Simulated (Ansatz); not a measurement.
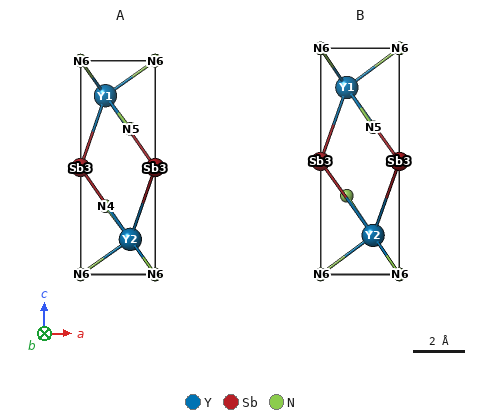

Two geometries of crystalline Y2SbN3 (built on the Sn2GeTe3-164 type type), drawn at one scale. One is the start of a relaxation, the other its converged end. The picture is a ball-and-stick view of the cell of the calculation, seen along the b axis.

All numbers below come from DFT, PBEsol, plane waves, PAW in Ansatz. (plane-wave cutoff 420 eV; k-point mesh 6 × 6 × 2; occupations fermi dirac; smearing width 0.03 eV; no spin polarisation; cell and atoms relaxed; force threshold 0.01 eV/Å; at most 120 steps)

Which geometry has the lower energy?

Answer. Structure A is the relaxed one. Over 7 accepted moves (9 points after the start) the energy falls by 1.657 eV per cell of the calculation. Largest force component: 2.1 eV/Å at the start, 0.0011 eV/Å at the end. The pressure goes from −17.96 to 0.00 GPa. The SCF was repeated twice at an unchanged geometry on a basis and grid sized afresh for the cell, which shifted the energy by 13.4 meV per cell of the calculation at most. The largest moves relative to the cell, 0.25 Å, are those of N4 and N5. N5 goes along +c. By element the largest moves are N 0.25 Å, Y 0.07 Å. Sb stays in place. The volume changes by −15.2 %, with a = b 3.636 → 3.441 Å (−5.4 %), c 9.022 → 8.537 Å (−5.4 %). Among the contacts that change: Y1–Y2 3.760 → 3.436 Å, Y1–N5 2.628 → 2.388 Å, Y1–Y1 3.636 → 3.441 Å, Y1–N6 2.615 → 2.432 Å. Bond angles that change, for instance: Y1–N5–Y1 87.5° → 92.2°, Y1–N6–Y2 91.9° → 89.9°, Y1–N6–Y1 88.1° → 90.1°. The space group stays P-3m1 (No. 164).
